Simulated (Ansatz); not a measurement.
# CH3Cl3Si (methyltrichlorosilane): a chain of runs

We compute a structure relaxation (singlet CH3Cl3Si, wB97X-V/pcseg-1), then vibrational wavenumbers (singlet CH3Cl3Si, wB97X-V/pcseg-1), then a single-point energy (singlet CH3Cl3Si, CCSD(T)/def2-mTZVP), then a single-point energy (doublet CH3Cl3Si+, UCCSD(T)/def2-mTZVP) of CH3Cl3Si. 

Program for the calculation: Ansatz 0.2.0.

## 1. The structure to begin with

CH3Cl3Si has 8 atoms, charge 0, and is taken as a singlet. SMILES: `C[Si](Cl)(Cl)Cl`. All atoms were displaced at random from a relaxed shape. The run starts from this shape.

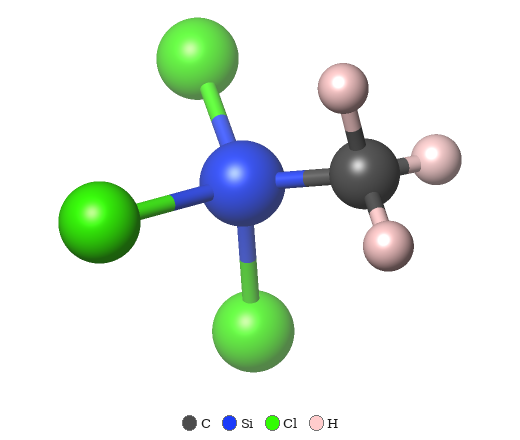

The structure, seen from a chosen angle (carbon dark grey, silicon blue, chlorine green, hydrogen pink).

## 2. A structure relaxation at wB97X-V/pcseg-1 (run 1)

File run.yaml:

```yaml
basis:
  gaussian:
    orbitals: pcseg-1.json
crystal:
  periodic: [false, false, false]
  atoms:
    - symbol: C
      position_ang: [-0.613895, -0.325628, 0.708447]
    - symbol: Si
      position_ang: [0.410368, 0.211907, -0.469340]
    - symbol: Cl
      position_ang: [2.322691, -0.666403, -0.059228]
    - symbol: Cl
      position_ang: [0.035857, -0.503939, -2.424250]
    - symbol: Cl
      position_ang: [0.791998, 2.185047, -0.604536]
    - symbol: H
      position_ang: [-0.896848, -1.505197, 0.739386]
    - symbol: H
      position_ang: [-0.425509, -0.039508, 1.674831]
    - symbol: H
      position_ang: [-1.649599, 0.230721, 0.308935]
hamiltonian:
  xc: {name: wB97X-V}
relax: {}
```

The basis set pcseg-1 is read from a file made from the Basis Set Exchange's data (not shown).

Command:

```
ansatz run run.yaml --threads 1 --pin off --max-ram 2610MiB --events-out events.jsonl --progress --plain --runs-dir runs
```

Standard output:

```text
Warning: RAYON_NUM_THREADS=1 ignored (pool sized by the plan → 1); use --threads N
The last accepted step is kept in runs//last_step.txt (removed where the run ends without a failure and the disk answers)
[... 67 lines left out ...]
Total energy: -46527.03171847 eV, -1709.8368784988 hartree
[... 8 lines left out ...]
Dipole moment:    -0.356965    -0.132028     0.339822 e Å
```

Run time: 2 min. Hardware: 1 thread of Arm Neoverse V2, shared host; peak memory 0.35 GiB.

Step by step:

```
step  energy from the first frame kept (eV)  largest force (eV/Å)
   1                                 0.0000                8.9598
   2                                -1.1548                3.4582
   3                                -1.3826                0.2845
   4                                -1.3895                0.1241
   5                                -1.3927                0.0285
   6                                -1.3928                0.0045
```

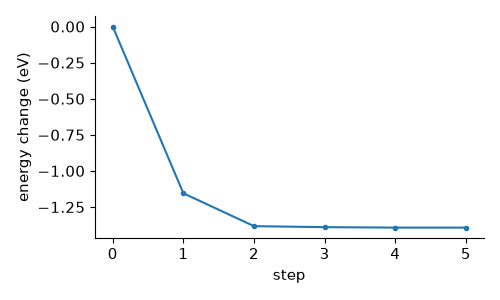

Energy along the run.

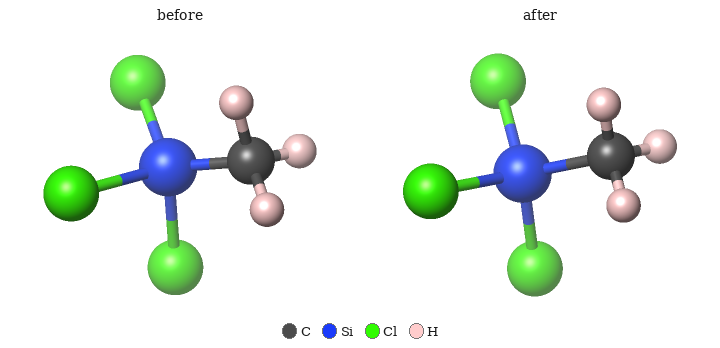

Before and after, at one scale.

After the run. Bond lengths: C1–Si2 1.848 Å, Si2–Cl3 2.050 Å, Si2–Cl4 2.050 Å, Si2–Cl5 2.051 Å, C1–H6 1.098 Å, C1–H7 1.098 Å, C1–H8 1.098 Å. Some angles: C1–Si2–Cl3 110.7°, C1–Si2–Cl4 110.6°, C1–Si2–Cl5 110.6°, Cl3–Si2–Cl4 108.3°, Cl3–Si2–Cl5 108.3°, Cl4–Si2–Cl5 108.3°, Si2–C1–H6 110.2°, Si2–C1–H7 110.2°, Si2–C1–H8 110.2°, H6–C1–H7 108.8°.

## 3. The harmonic vibrations at wB97X-V/pcseg-1 (run 2)

File input.yaml:

```yaml
crystal:
  periodic: [false, false, false]
  atoms:
    - {symbol: C, position_ang: [-0.740299, -0.323472, 0.685268]}
    - {symbol: Si, position_ang: [0.553501, 0.153439, -0.544680]}
    - {symbol: Cl, position_ang: [2.358891, -0.689284, -0.060037]}
    - {symbol: Cl, position_ang: [0.032077, -0.479815, -2.423949]}
    - {symbol: Cl, position_ang: [0.787408, 2.189982, -0.594371]}
    - {symbol: H, position_ang: [-0.860746, -1.414423, 0.704191]}
    - {symbol: H, position_ang: [-0.453288, 0.017425, 1.688514]}
    - {symbol: H, position_ang: [-1.702480, 0.133148, 0.419308]}
basis:
  gaussian:
    orbitals: pcseg-1.json
total_charge: 0
hamiltonian:
  xc: {name: wB97X-V}
phonons: {}
```

The basis set pcseg-1 is read from a file made from the Basis Set Exchange's data (not shown).

Command:

```
ansatz run input.yaml --threads 1 --pin off --max-ram 2610MiB --events-out events.jsonl --progress --plain --runs-dir runs
```

Standard output:

```text
Warning: RAYON_NUM_THREADS=1 ignored (pool sized by the plan → 1); use --threads N
[... 322 lines left out ...]
Total energy: -46527.03173156 eV, -1709.8368789799 hartree
[... 8 lines left out ...]
Dipole moment:    -0.356977    -0.132026     0.339828 e Å
Vibrations: 155.95 156.03 171.21 220.22 220.30 234.88 454.12 586.91 586.95 766.27 827.55 827.60 1315.29 1451.10 1451.14 3078.14 3186.15 3186.30 cm⁻¹, zero-point energy 1.170170 eV
```

Wall time 8.1 min (1 thread of Arm Neoverse V2, shared host); peak memory 0.35 GiB.

## 4. The energy at CCSD(T)/def2-mTZVP (run 3)

File molecule.yaml:

```yaml
crystal:
  periodic: [false, false, false]
  atoms:
    - symbol: C
      position_ang: [-0.740299, -0.323472, 0.685268]
    - symbol: Si
      position_ang: [0.553501, 0.153439, -0.544680]
    - symbol: Cl
      position_ang: [2.358891, -0.689284, -0.060037]
    - symbol: Cl
      position_ang: [0.032077, -0.479815, -2.423949]
    - symbol: Cl
      position_ang: [0.787408, 2.189982, -0.594371]
    - symbol: H
      position_ang: [-0.860746, -1.414423, 0.704191]
    - symbol: H
      position_ang: [-0.453288, 0.017425, 1.688514]
    - symbol: H
      position_ang: [-1.702480, 0.133148, 0.419308]
basis:
  gaussian:
    orbitals: def2-mTZVP
correlation:
  method: ccsd_t
output:
  orbitals: {seedname: orbitals}
scf:
  omitted_lower_state_checks: [cluster_reference]
```

Command:

```
ansatz run molecule.yaml --threads 1 --pin off --max-ram 2610MiB --events-out events.jsonl --progress --plain --runs-dir runs
```

Standard output, shortened:

```text
Warning: RAYON_NUM_THREADS=1 ignored (pool sized by the plan → 1); use --threads N
Functional definition: HF
  name "HF"
[...]
1020 factors; integrals over basis functions are off by at most 1.2e-3 eV
[...]
mean field -46456.82814408 eV, -1707.2569447258 hartree, gradient 1.2e-6 eV, S^2 0.000000; 0 other end points of the search recorded, 0 dependent functions left out
21 core orbitals not correlated: weight in the atoms' cores, before any rotation towards them, 1.000 or more for the frozen orbitals, at most 0.000 for the correlated occupied ones
reference -46456.82814408 eV, -1707.2569447258 hartree; 16, 16 occupied and 79, 79 virtual orbitals, 1020 factors
second order -17.41655246 eV of doubles, -0.00000000 eV of singles
cycle   1  -18.32673941 eV  change   -9.1e-1 eV  update   8.2e-2
[...]
cycle   8  -18.74911388 eV  change   -1.4e-5 eV  update   1.5e-5
perturbative correction -0.49120647 eV, -0.0180515048 hartree
Total energy: -46476.06846443 eV, -1707.9640134573 hartree
Checks for a lower state left out: cluster_reference
```

Wall time 20 s (1 thread of Arm Neoverse V2, shared host); peak memory 0.49 GiB.

## 5. The doublet cation: a single-point energy at UCCSD(T)/def2-mTZVP (run 4)

File in.yaml:

```yaml
crystal:
  periodic: [false, false, false]
  atoms:
    - {symbol: C, position_ang: [-0.740299, -0.323472, 0.685268]}
    - {symbol: Si, position_ang: [0.553501, 0.153439, -0.544680]}
    - {symbol: Cl, position_ang: [2.358891, -0.689284, -0.060037]}
    - {symbol: Cl, position_ang: [0.032077, -0.479815, -2.423949]}
    - {symbol: Cl, position_ang: [0.787408, 2.189982, -0.594371]}
    - {symbol: H, position_ang: [-0.860746, -1.414423, 0.704191]}
    - {symbol: H, position_ang: [-0.453288, 0.017425, 1.688514]}
    - {symbol: H, position_ang: [-1.702480, 0.133148, 0.419308]}
basis:
  gaussian:
    orbitals: def2-mTZVP
total_charge: 1
magnetization:
  spin_polarized: true
  initial_magnetization: 1
correlation:
  method: ccsd_t
scf:
  omitted_lower_state_checks: [cluster_reference]
```

Command:

```
ansatz run in.yaml --threads 1 --pin off --max-ram 2610MiB --events-out events.jsonl --progress --plain --runs-dir runs
```

Standard output:

```text
Warning: RAYON_NUM_THREADS=1 ignored (pool sized by the plan → 1); use --threads N
[... 20 lines left out ...]
21 core orbitals not correlated: weight in the atoms' cores, before any rotation towards them, 1.000 or more for the frozen orbitals, at most 0.000 for the correlated occupied ones
[... 39 lines left out ...]
Total energy: -46464.43091415 eV, -1707.5363413725 hartree
Checks for a lower state left out: cluster_reference
```

Wall time 4.1 min (1 thread of Arm Neoverse V2, shared host); peak memory 1 GiB.

## 6. What came out

| quantity | value |
| --- | --- |
| run 1, wB97X-V/pcseg-1: total energy at the end | -1709.83688 Eh |
| run 1, wB97X-V/pcseg-1: dipole moment | 2.45 D |
| run 2, wB97X-V/pcseg-1: largest force on an atom | 0.004 eV/Å |
| run 2, wB97X-V/pcseg-1: lowest harmonic wavenumber | 156 cm⁻¹ |
| run 2, wB97X-V/pcseg-1: highest harmonic wavenumber | 3186 cm⁻¹ |
| run 2, wB97X-V/pcseg-1: zero-point energy | 112.9 kJ/mol |
| run 3, CCSD(T)/def2-mTZVP: total energy | -1707.96401 Eh |
| run 3, CCSD(T)/def2-mTZVP: HOMO energy (Hartree–Fock orbitals) | -12.57 eV |
| run 3, CCSD(T)/def2-mTZVP: LUMO energy (Hartree–Fock orbitals) | 3.61 eV |
| run 3, CCSD(T)/def2-mTZVP: HOMO–LUMO gap (Hartree–Fock orbitals) | 16.18 eV |
| run 3, CCSD(T)/def2-mTZVP: correlation energy (21 core orbitals frozen) | -707.1 mEh |
| run 3, CCSD(T)/def2-mTZVP: (T) correction | -18.05 mEh |
| run 3, CCSD(T)/def2-mTZVP: T1 diagnostic | 0.009 |
| doublet cation: total energy | -1707.53634 Eh |
| doublet cation: correlation energy (21 core orbitals frozen) | -694.3 mEh |
| doublet cation: (T) correction | -21.27 mEh |
| doublet cation: ⟨S²⟩ of the reference determinant | 0.759 |
| doublet cation: T1 diagnostic | 0.061 |
| vertical ionisation energy (to the doublet cation) | 11.638 eV |

In words: The vertical ionisation energy comes to 11.64 eV (1123 kJ/mol). The optimisation (run 1, wB97X-V/pcseg-1) took 5 steps and changed the energy by -1.393 eV. All 18 modes (run 2, wB97X-V/pcseg-1) are real, so the shape is a minimum at this level. The triples (run 3, CCSD(T)/def2-mTZVP) make up 2.6 % of the correlation energy. The T1 diagnostic (doublet cation) of 0.061 is above the customary mark for such species, so a single reference may not serve. The triples (doublet cation) make up 3.1 % of the correlation energy.
